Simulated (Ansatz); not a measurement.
```xyz
6

C    -1.2312   -2.4543    0.7459
N    -1.7414   -3.4136    1.2302
Si   -0.5540   -0.5420    0.7202
H     0.8539   -0.8567    0.2438
H    -1.3007   -0.1044   -0.5284
H    -0.2658    0.9254    1.3461
```

Geometry: BLYP-D3(BJ)/def2-SVPD; the highest occupied orbital lies above zero, a sign that basis and functional describe the outermost electron poorly.

Method: isolated molecule in a Gaussian basis; Kohn-Sham density functional theory, functional PBE0 in Ansatz.

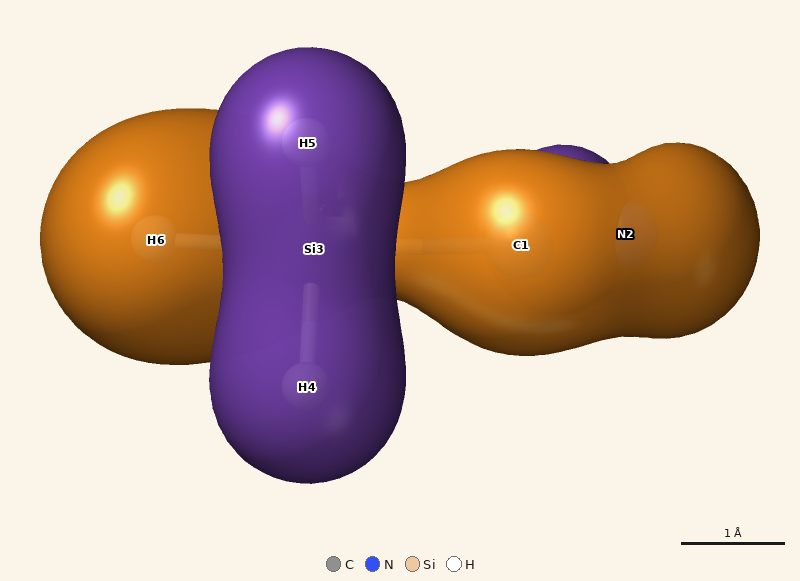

CH3NSi (SMILES [N-]=[C][SiH3]) (charge −1, doublet). The HOMO (β) at ±0.08 Å⁻³ᐟ² (orange and purple are the two phases), seen at an oblique angle.

What is the character of this orbital?

By Hirshfeld shares it lies mainly on Si3 (about 30 %), H6 (about 20 %), N2 (about 15 %), C1 (about 15 %), H4 (about 10 %) and H5 (about 10 %). Its energy is −3.20 eV.
